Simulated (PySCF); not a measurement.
**BFH5N, SMILES `[NH3+][BH2-]F`: what the electrons do**

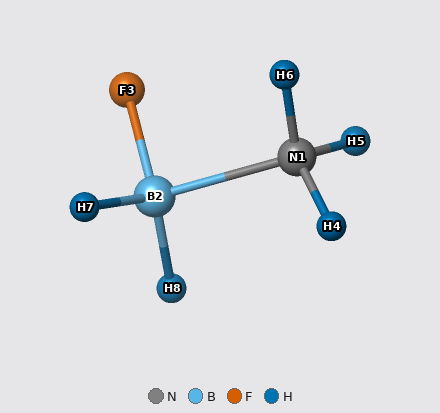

The molecule, with its atoms numbered as below. No frequency check shows the geometry to be a minimum.

Geometry (Å), atoms numbered from 1:

```
N1       1.1823    0.1835   -0.0003
B2      -0.2713   -0.6574   -0.0002
F3      -1.1850    0.3853   -0.0004
H4       1.9748   -0.4471    0.0024
H5       1.1846    0.7675   -0.8284
H6       1.1818    0.7712    0.8287
H7      -0.2994   -1.2758    1.0173
H8      -0.2960   -1.2804   -1.0128
```

## 1. Excited states

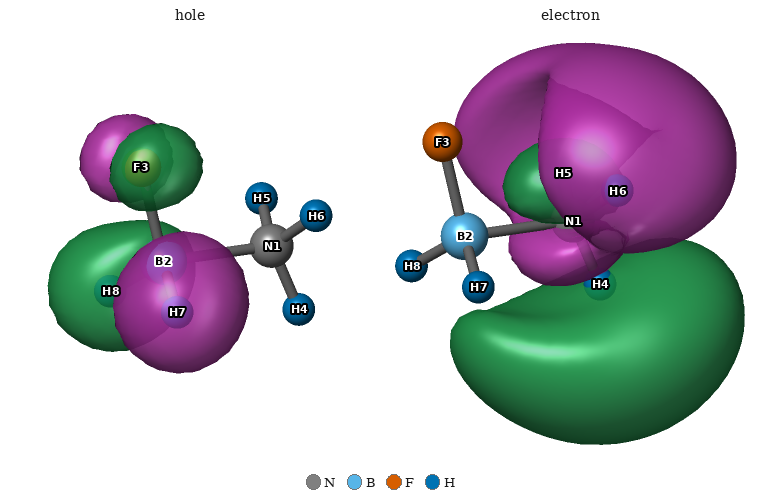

Leading natural transition orbital pair of S₃ (TDA singlet states); the surfaces enclose about 78 % of each orbital's density.

PySCF calculation, PBE0/6-311G**, gas phase; geometry: GFN2-xTB. Without diffuse functions Rydberg states are missing, so the states' numbers hold for this basis only.

Q: Where does the state lie, and where do hole and electron sit?

A: 8.31 eV (149 nm), f = 0.001 (very weak), partly diffuse acceptor orbital, which a basis without diffuse functions describes poorly; the leading pair carries 100 %; hole on B2 (28 %), F3 (25 %) and H7 and H8 (22 % each), electron on H4 (38 %), N1 (21 %) and H6 (16 %) (atom shares of so diffuse an orbital are rough); their centroids lie 2.3 Å apart; S₄ lies within 0.1 eV of it. In canonical orbitals it is mainly HOMO → LUMO+1 (99 %). The HOMO–LUMO gap is 7.69 eV.

## 2. Removing or adding an electron

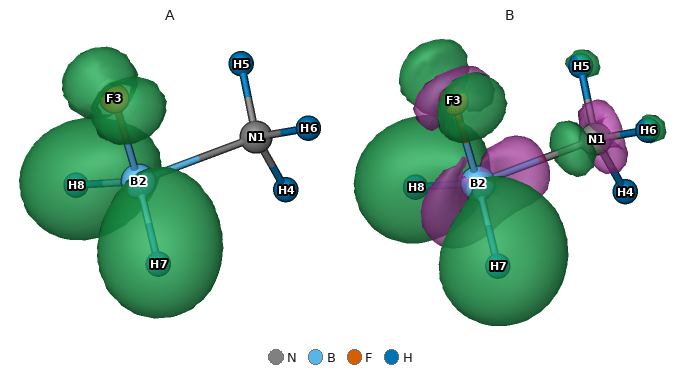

The Fukui function f⁻ from two separate SCF calculations and the density of the HOMO, at ±0.05 e/Å³ (green positive, purple negative).

Computed with PySCF, HF/6-31+G*, geometry: GFN2-xTB.

Q: Which panel is which, and how good is the frozen-orbital picture?

A: B is f⁻ (it has negative regions), A the HOMO density. The HOMO lies on B2 (32 %), H7 and H8 (25 % each) and F3 (15 %); f⁻ (Hirshfeld-condensed) is largest on H7 and H8 (0.25 each), B2 (0.22) and F3 (0.14); the vertical ionisation energy is 10.21 eV. Relaxation shifts 10 % of the electron between atoms. The orbital energy is −11.35 eV.

## 3. Localised orbitals

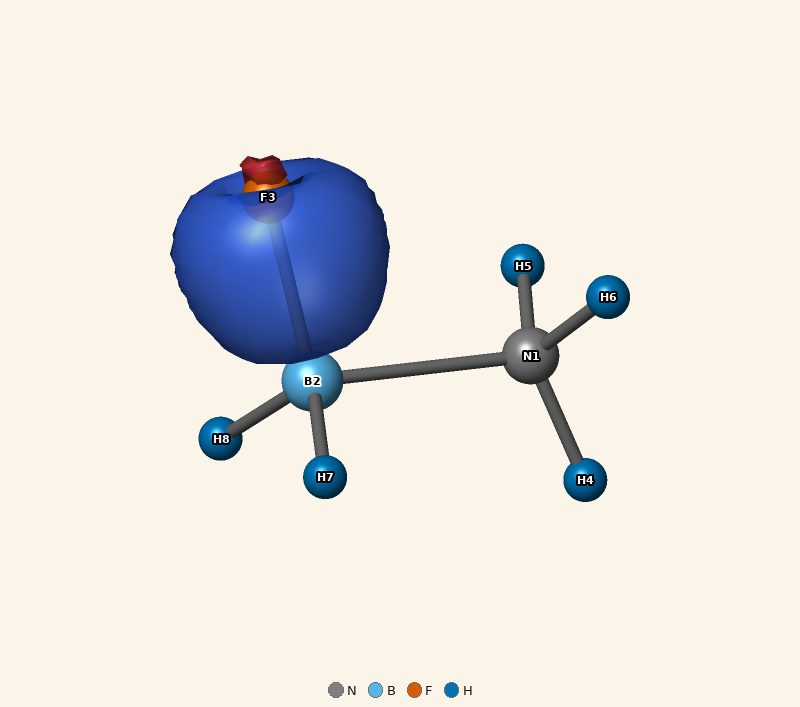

Intrinsic bond orbitals (IBO), occupied; each surface holds about 85 % of the orbital's density. Energies are diagonal elements of the Fock matrix.

Level of theory: TPSSh/6-31+G* (PySCF), at a geometry from GFN2-xTB.

Q: What does this orbital represent?

A: σ bond F3–B2 (F3 78 %, B2 22 %; −23.3 eV).
